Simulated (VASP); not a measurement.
Band structure of FePt (L1_0). Calculation: vdW-DF-cx, VASP's PBE PAW potentials (set 64) (plane waves; VASP).

Unless said otherwise, spin-orbit coupling is left out, though it shifts the bands of the heavy elements here.

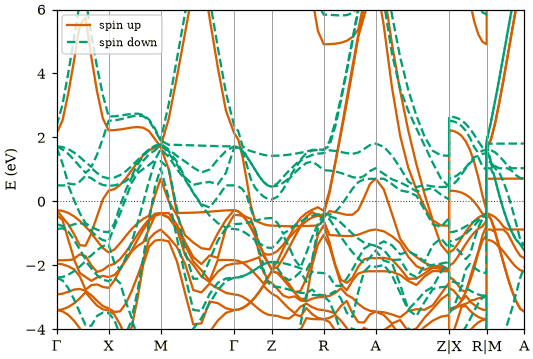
*Bands along high-symmetry lines, zero at the valence-band maximum or, without a gap, the Fermi level*

Question: Read the plot: is there a gap, and where are the band edges?

Answer: It has no gap at this level: it comes out as a metal or semimetal. (Edges off the drawn lines would not show.)

The compound is FePt in the L1_0 structure. It was relaxed first.
